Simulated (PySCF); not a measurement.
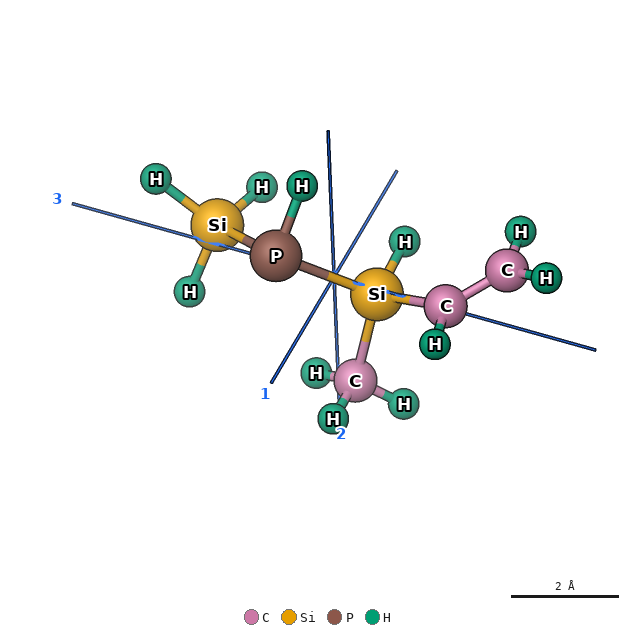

The three principal axes of inertia are drawn and numbered. Depth is shown by fading: the farther an atom, the more it takes the colour of the background. The computed structure is the end point of a PBE0-D3(BJ)/def2-SVP optimisation. No frequency run is at hand to confirm it as a minimum. Masses are those of the most abundant isotopes; constants are for the rigid equilibrium geometry.

Which line is the a axis (least moment of inertia), which b and which c?

Answer. a is line 3, b is line 2, c is line 1; the moments are 165, 544, 621 u Å².

What kind of rotor is it, and what are its rotational constants in cm⁻¹?

Answer. An asymmetric top (C1): A = 0.102, B = 0.0310, C = 0.0272 cm⁻¹. Ray's parameter κ is −0.90, close to the prolate limit.
